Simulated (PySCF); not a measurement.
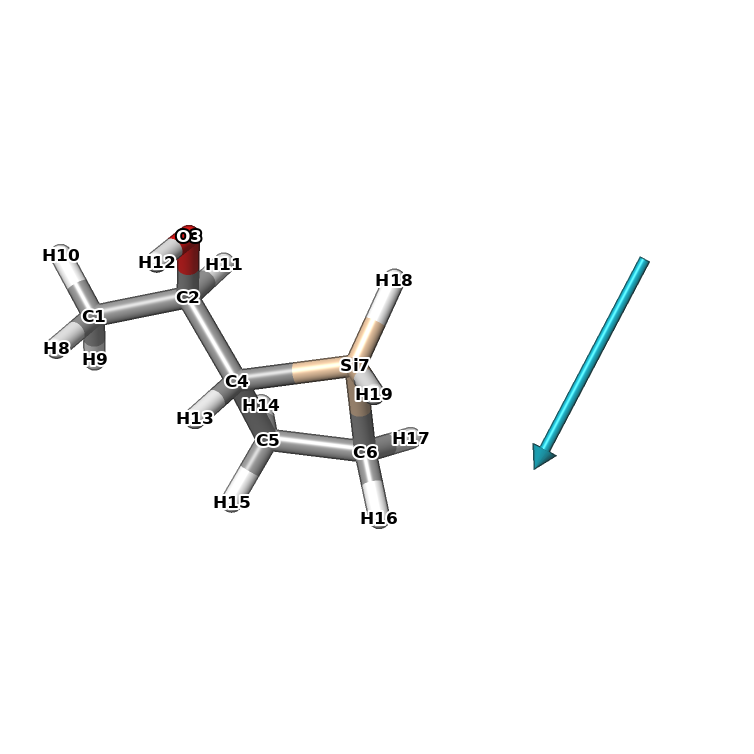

The arrow beside the molecule shows the direction of the dipole moment, from the negative to the positive end (its length means nothing). Computed geometry: GFN2-xTB optimisation. No frequency run is at hand to confirm it as a minimum. Properties computed with PBE0/pcSseg-1, gas phase (PySCF 2.14.0).

How large is the dipole moment?

1.61 D; it points from the side of H18 to the side of H15 (the outermost atoms at the two ends).

The geometry is semi-empirical. Around Si such bond lengths and angles can be off by a tenth of an ångström or more and by several degrees, and values that hang on the shape move with them.
